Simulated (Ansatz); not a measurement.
## A computed series for Ru: pressure series

Start from Ru in the hcp (Mg type) structure (space group P6_3/mmc, No. 194).

```cif
data_Ru2
_chemical_formula_sum 'Ru2'
_space_group_name_H-M_alt 'P63/mmc'
_space_group_IT_number 194
_space_group_name_Hall '-P 6c 2c'
_cell_length_a 2.70458
_cell_length_b 2.70458
_cell_length_c 4.26013
_cell_angle_alpha 90.000
_cell_angle_beta 90.000
_cell_angle_gamma 120.000
loop_
_atom_site_label
_atom_site_type_symbol
_atom_site_symmetry_multiplicity
_atom_site_Wyckoff_symbol
_atom_site_fract_x
_atom_site_fract_y
_atom_site_fract_z
_atom_site_occupancy
Ru1 Ru 2 c 0.33333 0.66667 0.25000 1
```

Cell and atoms are relaxed at each pressure.

All numbers come from r2SCAN, PAW, 500 eV (Ansatz, a quantum-chemistry and plane-wave program; spin-orbit coupling left out).

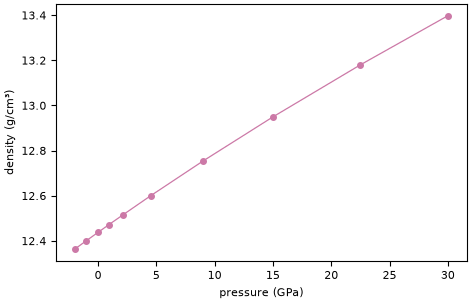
*Density against pressure*

Task: From the plot, what is the density for pressure 9 GPa?

Result: About 12.75 g/cm³.

Task: Is the trend monotonic over the range shown?

Result: Yes, it rises throughout, spanning 12.36 g/cm³ to 13.40 g/cm³.

Load acts through the strain it causes; cell and atoms are relaxed under it. Stability against distortions was not tested. Competing high-pressure phases were not computed. All final runs are without spin polarisation.
